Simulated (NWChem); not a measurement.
**AsF₃: energy and gradient calculation (part 2 of 2)**

Continued. System: AsF₃ (arsenic trifluoride), SMILES F[As](F)F. Method: HF/def2-SVP, RHF (NWChem 7.3.0). The geometry comes from this level: PBE0-D4/def2-TZVP.

Geometry of the input (Å):
```
F  -0.4459  0.3956  1.3626
As -0.4620  -0.4572  -0.1256
F  1.2040  -0.8659  -0.1127
F  -0.2962  0.9276  -1.1243
```

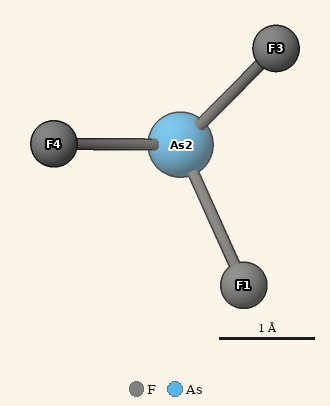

*The structure as given in the input (ball-and-stick view, seen at a tilt; atoms are numbered from 1 in the order of the input).*

The program's output, continued
```
 Vector   25  Occ=2.000000D+00  E=-6.847041D-01
              MO Center=  2.0D-01,  1.1D-01, -6.2D-02, r^2= 2.5D+00
   Bfn.  Coefficient  Atom+Function         Bfn.  Coefficient  Atom+Function
  ----- ------------  ---------------      ----- ------------  ---------------
    65      0.312079  4 F  py                 5      0.252147  1 F  py
    51     -0.233413  3 F  py                68     -0.226853  4 F  py
    50     -0.223329  3 F  px                52     -0.220830  3 F  pz
    66      0.189802  4 F  pz                 4     -0.183693  1 F  px
     8     -0.182321  1 F  py                54      0.169266  3 F  py

 Vector   26  Occ=2.000000D+00  E=-6.847020D-01
              MO Center=  8.8D-02,  1.7D-01,  1.4D-01, r^2= 2.5D+00
   Bfn.  Coefficient  Atom+Function         Bfn.  Coefficient  Atom+Function
  ----- ------------  ---------------      ----- ------------  ---------------
    64      0.341612  4 F  px                 4     -0.302772  1 F  px
     5     -0.260824  1 F  py                52     -0.258213  3 F  pz
    67     -0.247421  4 F  px                 7      0.219688  1 F  px
    51      0.198275  3 F  py                 8      0.189781  1 F  py
    55      0.186534  3 F  pz

 Vector   27  Occ=2.000000D+00  E=-6.512586D-01
              MO Center=  3.3D-01,  1.0D-02, -2.5D-01, r^2= 2.5D+00
   Bfn.  Coefficient  Atom+Function         Bfn.  Coefficient  Atom+Function
  ----- ------------  ---------------      ----- ------------  ---------------
    51      0.424640  3 F  py                64     -0.324852  4 F  px
    54     -0.309373  3 F  py                67      0.232269  4 F  px
    66     -0.207190  4 F  pz                 4     -0.195468  1 F  px
     5      0.179310  1 F  py                69      0.156938  4 F  pz

 Vector   28  Occ=2.000000D+00  E=-6.512552D-01
              MO Center= -6.6D-02,  2.5D-01,  3.3D-01, r^2= 2.5D+00
   Bfn.  Coefficient  Atom+Function         Bfn.  Coefficient  Atom+Function
  ----- ------------  ---------------      ----- ------------  ---------------
     6      0.352315  1 F  pz                66      0.350504  4 F  pz
     4     -0.297078  1 F  px                52      0.274883  3 F  pz
     9     -0.264373  1 F  pz                69     -0.255216  4 F  pz
     7      0.215277  1 F  px                55     -0.194325  3 F  pz

 Vector   29  Occ=2.000000D+00  E=-6.481207D-01
              MO Center=  1.5D-01,  1.5D-01,  4.2D-02, r^2= 2.6D+00
   Bfn.  Coefficient  Atom+Function         Bfn.  Coefficient  Atom+Function
  ----- ------------  ---------------      ----- ------------  ---------------
    52      0.379326  3 F  pz                55     -0.278819  3 F  pz
     5      0.273769  1 F  py                64      0.251532  4 F  px
     4     -0.228942  1 F  px                66     -0.225277  4 F  pz
     8     -0.201224  1 F  py                65     -0.192382  4 F  py
    67     -0.184888  4 F  px                 7      0.168277  1 F  px

 Vector   30  Occ=2.000000D+00  E=-4.881935D-01
              MO Center= -5.9D-01, -5.9D-01, -1.6D-01, r^2= 2.2D+00
   Bfn.  Coefficient  Atom+Function         Bfn.  Coefficient  Atom+Function
  ----- ------------  ---------------      ----- ------------  ---------------
    18      0.518252  2 As s                 19      0.375273  2 As s
    17     -0.334426  2 As s                 26     -0.240959  2 As px
    27     -0.238500  2 As py                50     -0.224418  3 F  px
    65     -0.203346  4 F  py                53      0.192849  3 F  px
    68      0.174070  4 F  py                 5     -0.165506  1 F  py

 Vector   31  Occ=0.000000D+00  E= 1.033199D-01
              MO Center= -5.7D-01, -6.3D-01, -2.7D-01, r^2= 2.6D+00
   Bfn.  Coefficient  Atom+Function         Bfn.  Coefficient  Atom+Function
  ----- ------------  ---------------      ----- ------------  ---------------
    31      0.871334  2 As pz                29     -0.410411  2 As px
     3     -0.376590  1 F  s                 28      0.308907  2 As pz
    25     -0.202680  2 As pz                49      0.194654  3 F  s
    63      0.181940  4 F  s                 30      0.175250  2 As py
    68     -0.167193  4 F  py                55     -0.153147  3 F  pz

 Vector   32  Occ=0.000000D+00  E= 1.033242D-01
              MO Center= -6.6D-01, -6.0D-01, -6.7D-02, r^2= 2.6D+00
   Bfn.  Coefficient  Atom+Function         Bfn.  Coefficient  Atom+Function
  ----- ------------  ---------------      ----- ------------  ---------------
    30      0.685921  2 As py                29     -0.568571  2 As px
    31     -0.405762  2 As pz                63     -0.329820  4 F  s
    49      0.322480  3 F  s                 27      0.243167  2 As py
    26     -0.201563  2 As px                53     -0.192248  3 F  px
    24     -0.159547  2 As py                50      0.155205  3 F  px

 Vector   33  Occ=0.000000D+00  E= 2.247483D-01
              MO Center= -2.7D-01, -2.7D-01, -7.4D-02, r^2= 2.7D+00
   Bfn.  Coefficient  Atom+Function         Bfn.  Coefficient  Atom+Function
  ----- ------------  ---------------      ----- ------------  ---------------
    18      0.878909  2 As s                 29      0.697089  2 As px
    30      0.689953  2 As py                17     -0.408056  2 As s
     3     -0.350943  1 F  s                 49     -0.350958  3 F  s
    63     -0.350945  4 F  s                  9      0.271019  1 F  pz
    53      0.236050  3 F  px                69     -0.225839  4 F  pz

 Vector   34  Occ=0.000000D+00  E= 3.192618D-01
              MO Center= -3.7D-01, -3.7D-01, -1.0D-01, r^2= 4.2D+00
   Bfn.  Coefficient  Atom+Function         Bfn.  Coefficient  Atom+Function
  ----- ------------  ---------------      ----- ------------  ---------------
    19      2.394434  2 As s                 18     -1.876789  2 As s
     3     -0.433805  1 F  s                 49     -0.433811  3 F  s
    63     -0.433806  4 F  s                 17      0.388468  2 As s
    29      0.256698  2 As px                30      0.254079  2 As py

 Vector   35  Occ=0.000000D+00  E= 5.603412D-01
              MO Center= -5.4D-01, -5.8D-01, -1.9D-01, r^2= 2.9D+00
   Bfn.  Coefficient  Atom+Function         Bfn.  Coefficient  Atom+Function
  ----- ------------  ---------------      ----- ------------  ---------------
    31      1.358389  2 As pz                28     -1.175716  2 As pz
     3     -0.566315  1 F  s                 29     -0.447018  2 As px
    26      0.386421  2 As px                43      0.385425  2 As d -1
    25      0.362232  2 As pz                63      0.357690  4 F  s
    44      0.293958  2 As d  0              45      0.212513  2 As d  1

 Vector   36  Occ=0.000000D+00  E= 5.603428D-01
              MO Center= -5.9D-01, -5.4D-01, -1.2D-01, r^2= 2.9D+00
   Bfn.  Coefficient  Atom+Function         Bfn.  Coefficient  Atom+Function
  ----- ------------  ---------------      ----- ------------  ---------------
    30      1.035186  2 As py                29     -0.920061  2 As px
    27     -0.896408  2 As py                26      0.795693  2 As px
    49      0.532761  3 F  s                 63     -0.447131  4 F  s
    31     -0.365751  2 As pz                44      0.336518  2 As d  0
    28      0.316377  2 As pz                24      0.276183  2 As py

 Vector   37  Occ=0.000000D+00  E= 5.605939D-01
              MO Center= -4.0D-01, -4.0D-01, -1.1D-01, r^2= 2.5D+00
   Bfn.  Coefficient  Atom+Function         Bfn.  Coefficient  Atom+Function
  ----- ------------  ---------------      ----- ------------  ---------------
    26      0.830856  2 As px                27      0.815691  2 As py
    29     -0.765335  2 As px                30     -0.749794  2 As py
    42      0.443997  2 As d -2              19     -0.381985  2 As s
    18      0.300090  2 As s                 23     -0.257304  2 As px
    24     -0.252619  2 As py                44     -0.234767  2 As d  0

 Vector   38  Occ=0.000000D+00  E= 6.537732D-01
              MO Center= -4.7D-01, -3.9D-01, -1.5D-01, r^2= 1.9D+00
   Bfn.  Coefficient  Atom+Function         Bfn.  Coefficient  Atom+Function
  ----- ------------  ---------------      ----- ------------  ---------------
    46      0.664050  2 As d  2              44      0.530708  2 As d  0
    42      0.441633  2 As d -2              29      0.338424  2 As px
    43     -0.325740  2 As d -1              30     -0.285930  2 As py
    45      0.278332  2 As d  1              26     -0.254451  2 As px
    27      0.214997  2 As py                31     -0.204308  2 As pz

 Vector   39  Occ=0.000000D+00  E= 6.537743D-01
              MO Center= -4.0D-01, -4.7D-01, -8.4D-02, r^2= 1.9D+00
   Bfn.  Coefficient  Atom+Function         Bfn.  Coefficient  Atom+Function
  ----- ------------  ---------------      ----- ------------  ---------------
    45      0.982188  2 As d  1              31     -0.433280  2 As pz
    28      0.325780  2 As pz                44     -0.286315  2 As d  0
    30      0.206744  2 As py                52     -0.202445  3 F  pz
    35     -0.196656  2 As d  1              55      0.163216  3 F  pz
    46     -0.158859  2 As d  2              27     -0.155451  2 As py

 Vector   40  Occ=0.000000D+00  E= 6.689253D-01
              MO Center= -3.6D-01, -3.5D-01, -9.7D-02, r^2= 2.1D+00
   Bfn.  Coefficient  Atom+Function         Bfn.  Coefficient  Atom+Function
  ----- ------------  ---------------      ----- ------------  ---------------
    42      0.779515  2 As d -2              29      0.533522  2 As px
    30      0.528016  2 As py                26     -0.518204  2 As px
    27     -0.512872  2 As py                44     -0.416390  2 As d  0
    18     -0.231464  2 As s                 45     -0.214043  2 As d  1
    43      0.211924  2 As d -1              19      0.161774  2 As s

 center of mass
 --------------
 x =  -0.37007428 y =  -0.36629835 z =  -0.10064312

 moments of inertia (a.u.)
 ------------------
         373.578724149058          62.705688318753          17.224980901400
          62.705688318753         372.289037283321          17.051636730592
          17.224980901400          17.051636730592         314.908999718939

  Mulliken analysis of the total density
  --------------------------------------

    Atom       Charge   Shell Charges
 -----------   ------   -------------------------------------------------------
    1 F    9     9.50   1.99  1.12  0.85  3.32  2.22  0.01
    2 As  33    31.50   2.00  2.00  2.00  1.36  0.35  6.00  5.98  1.07  0.46  8.21  1.77  0.30
    3 F    9     9.50   1.99  1.12  0.85  3.32  2.22  0.01
    4 F    9     9.50   1.99  1.12  0.85  3.32  2.22  0.01

       Multipole analysis of the density wrt the origin
       ------------------------------------------------

     L   x y z        total         open         nuclear
     -   - - -        -----         ----         -------
     0   0 0 0     -0.000000      0.000000     60.000000

     1   1 0 0     -0.820667      0.000000    -20.951184
     1   0 1 0     -0.812339      0.000000    -20.737399
     1   0 0 1     -0.223218      0.000000     -5.697751

     2   2 0 0    -23.884062      0.000000     80.943953
     2   1 1 0      1.487786      0.000000    -23.113719
     2   1 0 1      0.408728      0.000000     -6.348832
     2   0 2 0    -23.914622      0.000000     81.419679
     2   0 1 1      0.404593      0.000000     -6.285197
     2   0 0 2    -25.276112      0.000000    102.570299

                              NWChem Gradients Module
                              -----------------------

  wavefunction    =   RHF

                         RHF ENERGY GRADIENTS

    atom               coordinates                        gradient
                 x          y          z           x          y          z
   1 F      -0.842572   0.747557   2.575035   -0.001173   0.004901   0.010429
   2 As     -0.872959  -0.864058  -0.237406   -0.009501  -0.009414  -0.002593
   3 F       2.275173  -1.636370  -0.213048    0.010765  -0.004235  -0.000256
   4 F      -0.559661   1.752872  -2.124581   -0.000091   0.008749  -0.007581

                 ----------------------------------------
                 |  Time  |  1-e(secs)   |  2-e(secs)   |
                 ----------------------------------------
                 |  CPU   |       0.01   |       2.48   |
                 ----------------------------------------
                 |  WALL  |       0.01   |       2.48   |
                 ----------------------------------------

 Task  times  cpu:       21.8s     wall:       21.8s
 Total times  cpu:       21.8s     wall:       21.8s
```

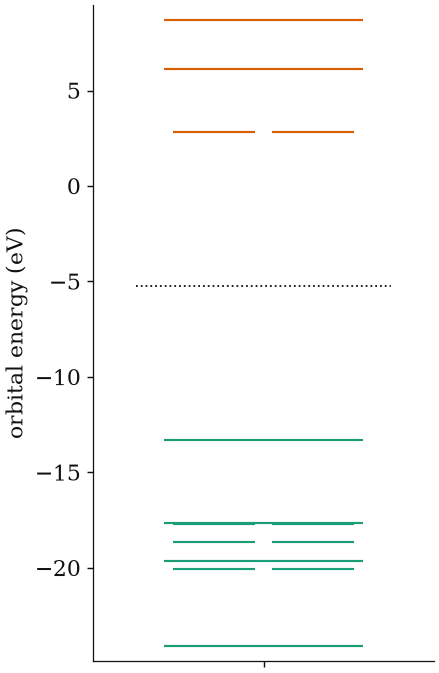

*Orbital energies near the frontier; the dotted line parts filled from empty levels, and levels within 0.02 eV of each other stand side by side.*

Highest filled −13.28 eV, lowest empty 2.81 eV, 16.09 eV apart.

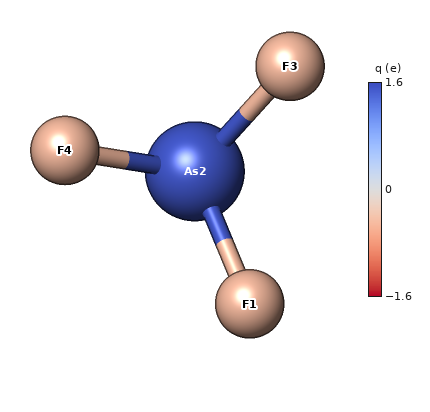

*Mulliken charges, as the colour of each atom (ball-and-stick view, seen on its broad side; atoms are numbered from 1 in the order of the input).*

By element: F −0.50 and As +1.50 e.

Key numbers

- outcome: converged
- total energy: −2532.051021 hartree
- basis functions: 74
- largest force: 0.701 eV/Å
- HOMO: −13.28 eV
- LUMO: 2.81 eV
- dipole moment: 2.99 D
- wall time: 23 s
- peak memory: 0.099 GiB
